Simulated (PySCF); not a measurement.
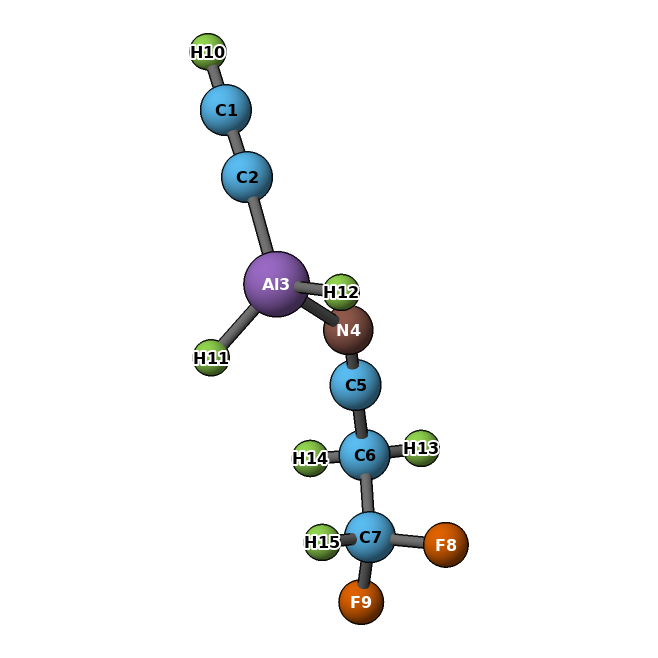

The computed structure is the end point of a GFN2-xTB optimisation. No frequency run is at hand to confirm it as a minimum. Level of theory: GIAO PBE0/pcSseg-1 NMR shielding, non-relativistic, gas phase (PySCF 2.14.0). Principal shieldings σ11 ≤ σ22 ≤ σ33, span Ω = σ33 − σ11, skew κ = 3(σiso − σ22)/Ω.

Question: Which F atom has the most anisotropic shielding?

Answer: F9, with a span of 184 ppm.

Give the shielding tensors of the F atoms.

```tsv
atom	σ11	σ22	σ33	σiso	Ω	κ
F8	207.3	321.7	357.0	295.3	149.7	−0.53
F9	192.0	323.9	375.7	297.2	183.6	−0.44
```

Shieldings and span in ppm.

The geometry is semi-empirical. Around Al such bond lengths and angles can be off by a tenth of an ångström or more and by several degrees, and values that hang on the shape move with them.
